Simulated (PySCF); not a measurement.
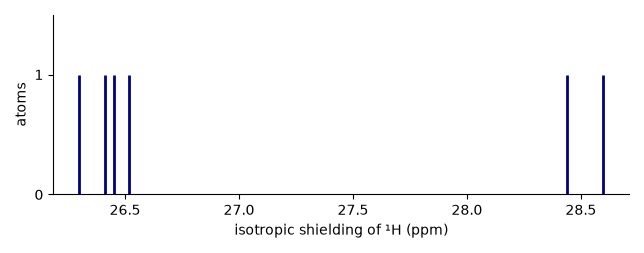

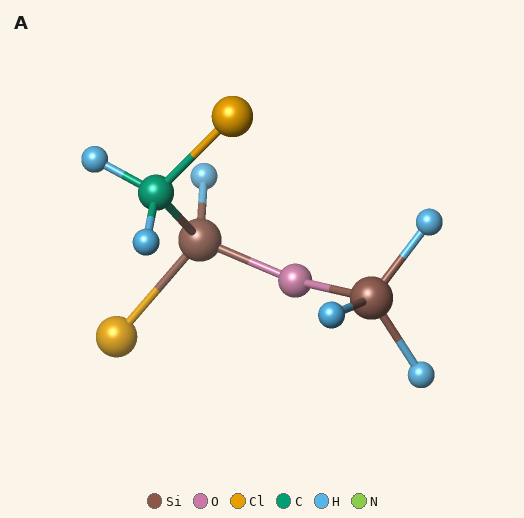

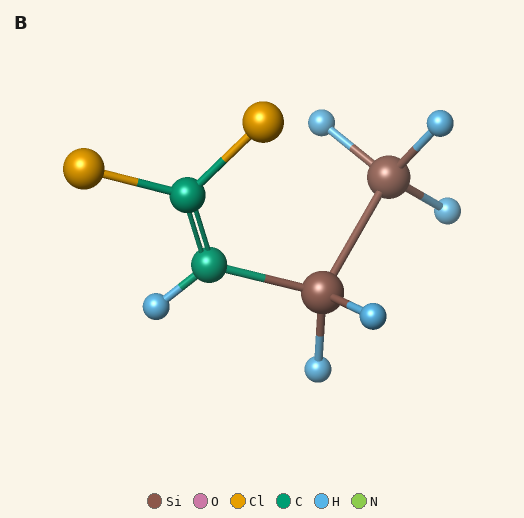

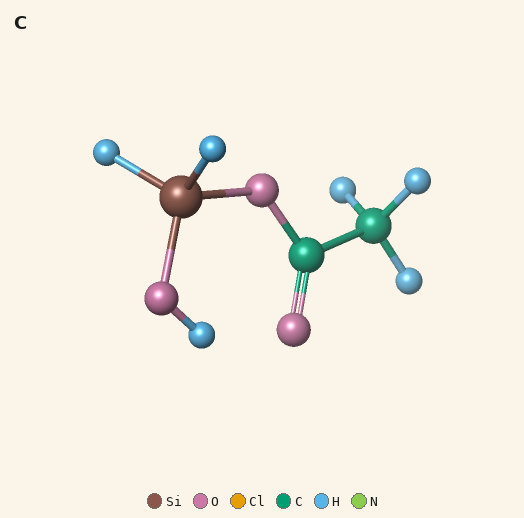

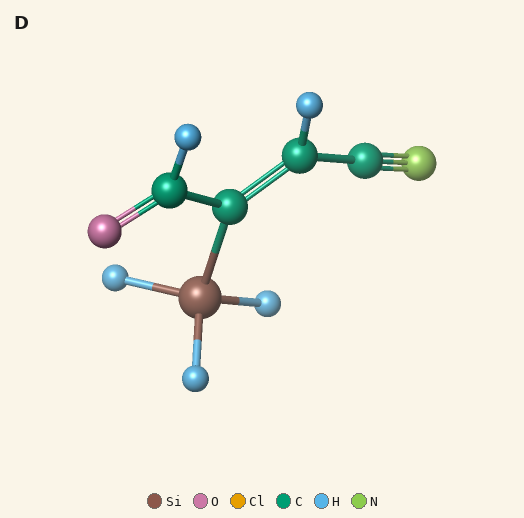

The sticks are computed shieldings of one of the molecules, for one fixed geometry (PBE0-D3(BJ)/def2-SVP) without averaging over rotations. Low shielding means a high chemical shift. Method: GIAO B97-2/pcSseg-1 NMR shielding, non-relativistic, gas phase (PySCF 2.14.0).

### Which molecule gives this pattern?

A, `[SiH3]O[Si@@H](Cl)CCl`. Its 6 H atoms give lines at 26.30, 26.41, 26.45, 26.52, 28.44, 28.60 ppm.
